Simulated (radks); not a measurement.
Atomic calculation for Cu

- system: atomic copper (Cu) in the configuration [Ar] 3d10 4s1 (high spin).
- method: scalar-relativistic Kohn-Sham, LDA (Slater exchange, Perdew-Wang correlation), spin-polarised, spherical densities, finite nucleus (the in-house radial solver radks)

Output:
```
1s      1   1.0000        -324.61491453
2s      1   1.0000         -38.96537257
2p      1   3.0000         -33.67521249
3s      1   1.0000          -4.19200675
3p      1   3.0000          -2.64455941
3d      1   5.0000          -0.19609409
4s      1   1.0000          -0.19034828
1s      2   1.0000        -324.61361128
2s      2   1.0000         -38.96632204
2p      2   3.0000         -33.67572686
3s      2   1.0000          -4.19299848
3p      2   3.0000          -2.64492827
3d      2   5.0000          -0.19044334
4s      2   0.0000          -0.16076085
Etot -1652.263500672656
Ekin 1676.1246574533943
Encl -3981.189408249787
Eh 717.7133179139892
Exc -64.91206779025237
err 3.095568145584897e-09
it 18
```

Orbitals:

```tsv
orbital	occupation	energy (eV)	⟨r⟩ (bohr)	outer maximum (bohr)
1s up	1	−8833.2	0.05221	0.0342
1s down	1	−8833.2	0.05221	0.0342
2s down	1	−1060.3	0.2357	0.197
2s up	1	−1060.3	0.2357	0.197
2p down	3	−916.363	0.2066	0.158
2p up	3	−916.349	0.2066	0.158
3s down	1	−114.097	0.7131	0.614
3s up	1	−114.070	0.7135	0.614
3p down	3	−71.972	0.7499	0.619
3p up	3	−71.962	0.7506	0.619
3d up	5	−5.336	1.059	0.600
3d down	5	−5.182	1.035	0.599
4s up	1	−5.180	2.870	2.26
4s down	0	−4.375	2.928	2.25
```

Slater integrals of the outer shells (hartree):

```
 integral   value
F0(4s,4s)  0.3161
F0(4s,3d)  0.4050
G2(4s,3d)  0.0522
F0(4s,3p)  0.4174
G1(4s,3p)  0.0187
F0(4s,3s)  0.4186
G0(4s,3s)  0.0133
F0(3d,3d)  0.9135
F2(3d,3d)  0.4005
F4(3d,3d)  0.2454
F0(3d,3p)  1.0386
F2(3d,3p)  0.4722
G1(3d,3p)  0.5829
G3(3d,3p)  0.3496
```

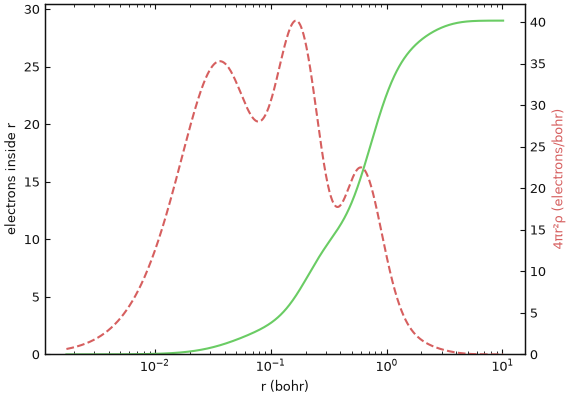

Fig. 1: The number of electrons inside radius r (solid) and the radial density 4πr²ρ (dashed). The count levels off at 29 electrons. Half of them lie within 0.560 bohr, 90 % within 1.51 bohr and 99 % within 3.70 bohr. The radial density has minima at 0.0783 and 0.379 bohr, where the count stands at 2.1 and 10.9; these part the shells that the density resolves.

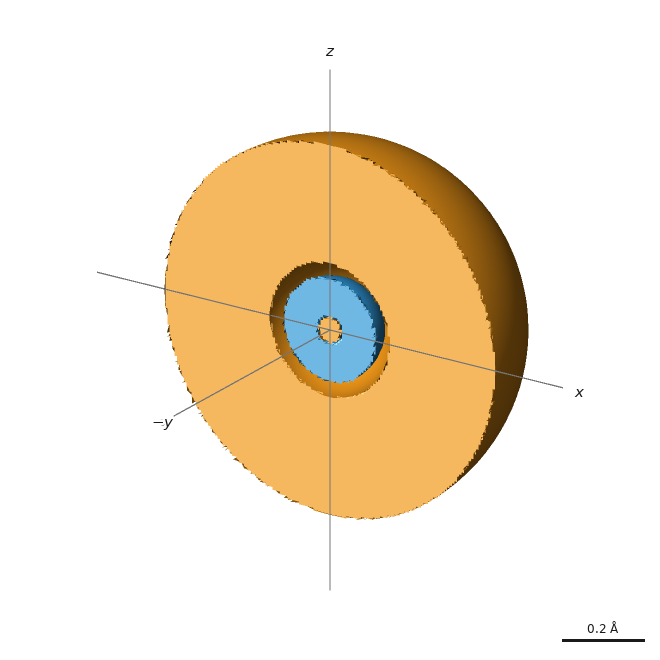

Fig. 2: One occupied orbital of up spin is shown. The surface of constant |ψ| that holds about 80 % of the electron is drawn, orange where ψ is positive and blue where it is negative, with the half in front of the xz plane cut away and the cut face painted. The radial function comes from the spherical calculation and is multiplied by a real spherical harmonic; the overall sign is chosen so that the largest lobe of P(r) is positive; at the scalar-relativistic level it is the large component. It is 3s of up spin. It has no angular node and 2 radial nodes, at r = 0.0677 and 0.288 bohr. The outermost maximum of P² lies at 0.614 bohr, ⟨r⟩ = 0.713 bohr, 90 % of the charge lies within 1.07 bohr, and the eigenvalue is −114.1 eV, with 1 electron in the shell for this spin.

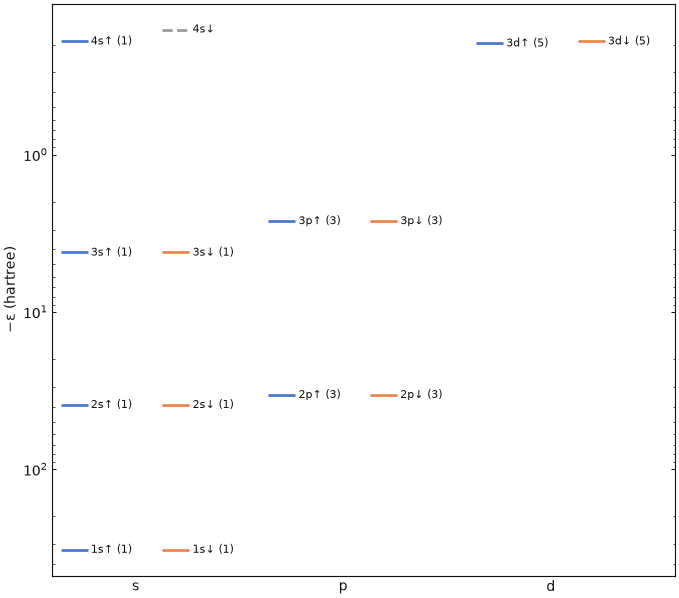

Fig. 3: The occupied levels and a few empty ones, on a logarithmic scale of binding energy, are drawn by angular momentum (occupations in brackets, up spins at the left of each column and down spins at the right, empty levels dashed). The highest occupied level is 4s up at −0.190 hartree. The highest 5 occupied levels, from the top down, are 4s up (−0.190 hartree), 3d down (−0.190 hartree), 3d up (−0.196 hartree), 3p up (−2.64 hartree), 3p down (−2.64 hartree). The lowest empty level drawn is 4s down at −0.161 hartree. The largest exchange splitting (down less up) among the shells drawn in both spins is that of 4s, 0.0296 hartree.

Input file:
```
Z 29
configuration [Ar] 3d10 4s1
relativity scalar-relativistic
functional lda,pw
spin polarised
nucleus finite rms 3.8823 fm
c 137.035999084
response adiabatic LDA kernel
```

Energies in input and log are in hartree, lengths in bohr (the nuclear radius in fm).

Results in brief:

```
                       quantity                      value
                        outcome                  converged
                   total energy         −1652.2635 hartree
                 kinetic energy          1676.1247 hartree
        electron–nucleus energy         −3981.1894 hartree
                 Hartree energy         717.713318 hartree
    exchange–correlation energy         −64.912068 hartree
radius at density 0.001 e/bohr³                  4.08 bohr
                 SCF iterations                         18
                       hardware  1 CPU thread, shared host
                      wall time                     0.86 s
```
